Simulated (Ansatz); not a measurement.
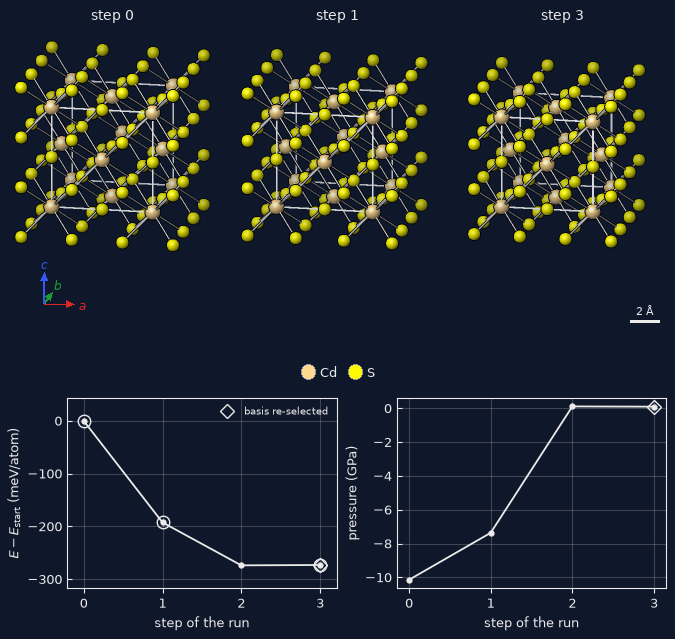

Frames of a relaxation of crystalline CdS3 (a generated structure, set up in Fm-3m) (coarse preliminary run), marked on the history of the run. The picture is a ball-and-stick view of the conventional cell (4 times the calculation's cell), seen slightly off an axis. Lengths and directions refer to the drawn axes.

The calculation used DFT PBE, scalar-relativistic, plane waves, PAW in Ansatz 0.2.0. Set-up: plane-wave cutoff 420 eV; k-point mesh 4 × 4 × 4; occupations gaussian; smearing width 0.1 eV; no spin polarisation; cell and atoms relaxed; force threshold 0.04 eV/Å; at most 70 steps.

### Describe the path.

After 2 accepted moves (3 points after the start) the energy has fallen by 273 meV per atom. All forces vanish by symmetry, so only the cell relaxes. The pressure goes from −10.14 to 0.10 GPa. At 1 point the geometry stayed and the basis and grid were re-selected for the new cell (energy shift of 0.7 meV per atom at most each time). The atoms keep their places relative to the cell (all moves are under 0.005 Å). The drawn cell changes as follows: a = b = c 7.307 → 6.595 Å (−9.7 %); the volume changes by −26.5 %. Some distances before and after: Cd–S 3.164 → 2.856 Å, S–S 3.164 → 2.856 Å. The space group stays Fm-3m (No. 225). From step 0 to 1: volume −13.9 %, energy −192 meV per atom. From step 1 to 3: volume −14.6 %, energy −80.7 meV per atom.
